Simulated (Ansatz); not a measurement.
# AlH5O2Si: the cost of one run

All numbers below are computed with Ansatz 0.2.0 (RKS PBE0/STO-3G).

## Step 1: The structure to begin with

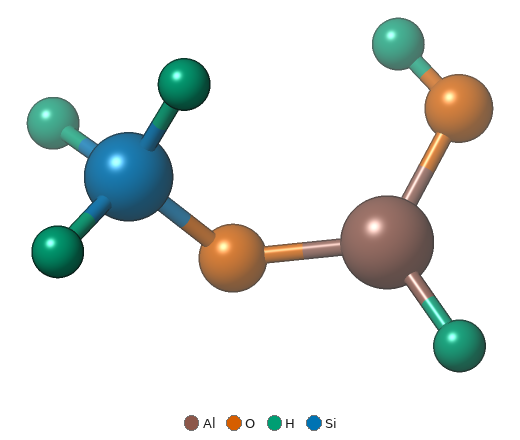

The starting structure, seen from a chosen angle (aluminium brown, oxygen orange, hydrogen teal, silicon blue).

As a file:

```xyz
9

Al    0.0000    0.0000    0.0000
O     0.0000    0.0000    1.7800
H    -0.9095   -0.2814    2.1171
H     1.3510    0.0000   -0.7800
O    -1.5415    0.0000   -0.8900
Si   -2.6907   -1.2238   -0.8267
H    -2.2881   -2.2198    0.1620
H    -3.9833   -0.6595   -0.4496
H    -2.8007   -1.8572   -2.1376
```

## Step 2: Relaxing the start

input.yaml

```yaml
crystal:
  periodic: [false, false, false]
  atoms:
    - { symbol: Al, position_ang: [0.0, 0.0, 0.0] }
    - { symbol: O, position_ang: [0.0, 0.0, 1.78] }
    - { symbol: H, position_ang: [-0.9095, -0.2814, 2.1171] }
    - { symbol: H, position_ang: [1.351, 0.0, -0.78] }
    - { symbol: O, position_ang: [-1.5415, 0.0, -0.89] }
    - { symbol: Si, position_ang: [-2.6907, -1.2238, -0.8267] }
    - { symbol: H, position_ang: [-2.2881, -2.2198, 0.162] }
    - { symbol: H, position_ang: [-3.9833, -0.6595, -0.4496] }
    - { symbol: H, position_ang: [-2.8007, -1.8572, -2.1376] }
basis:
  gaussian: { orbitals: STO-3G }
hamiltonian:
  xc: pbe0
relax:
  f_tol: 0.02
  max_steps: 40
```

The run is started by

```console
ansatz run input.yaml --threads 1 --pin off --max-ram 2048MiB --backend cpu --events-out ev --progress --plain --runs-dir out
```

**Question.** How long does this run take on 1 thread of Arm Neoverse V2, shared host, and how much memory does it need?

About 33 s, with a peak of 0.12 GiB.
